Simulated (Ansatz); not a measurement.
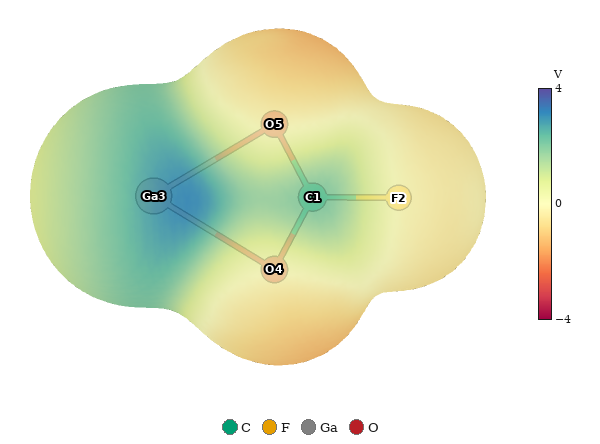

Figure 1: CFGaO2 (SMILES FC1=[O+][Ga-2]=[O+]1). The electrostatic potential painted on the density surface at 0.004 e/bohr³, seen across its widest extent; red is negative and blue positive.

Geometry: r2SCAN-D4/def2-SVP.

The calculation used Ansatz, isolated molecule in a Gaussian basis; Kohn-Sham density functional theory, functional PBE0.

```
atom    x (Å)   y (Å)    z (Å)
   C  -0.2956  1.5799  -0.2634
   F  -1.5264  1.5848   0.2238
  Ga   1.9717  1.5709  -1.1604
   O   0.1223  0.5217  -0.7868
   O   0.3745  2.6339  -0.1705
```

### Describe the electrostatic potential map.

The most negative region (about −1.3 V) lies over O4 and O5, the most positive (about +3.1 V) over Ga3.
